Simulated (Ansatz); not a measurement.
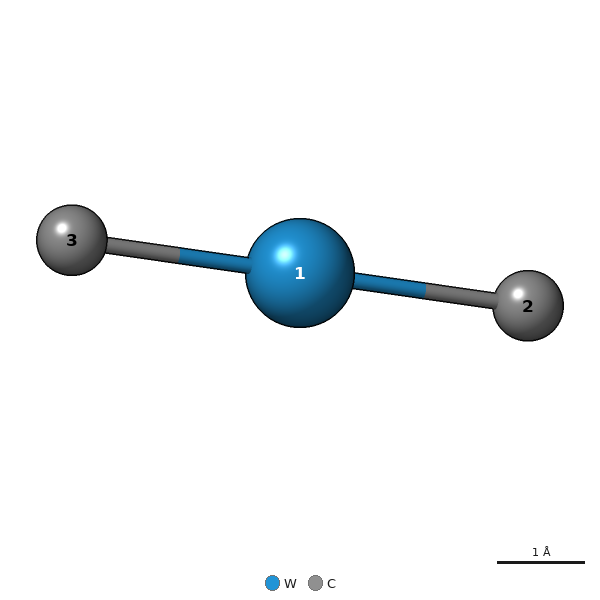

Figure made from data computed with Ansatz.

Numbered structure. Charge 0, singlet. Geometry: a fixed input geometry, not necessarily a minimum.

### What is the geometry at W1?

W1 has 2 neighbours (C2 at 2.85, C3 at 2.85 Å); the arrangement is linear.
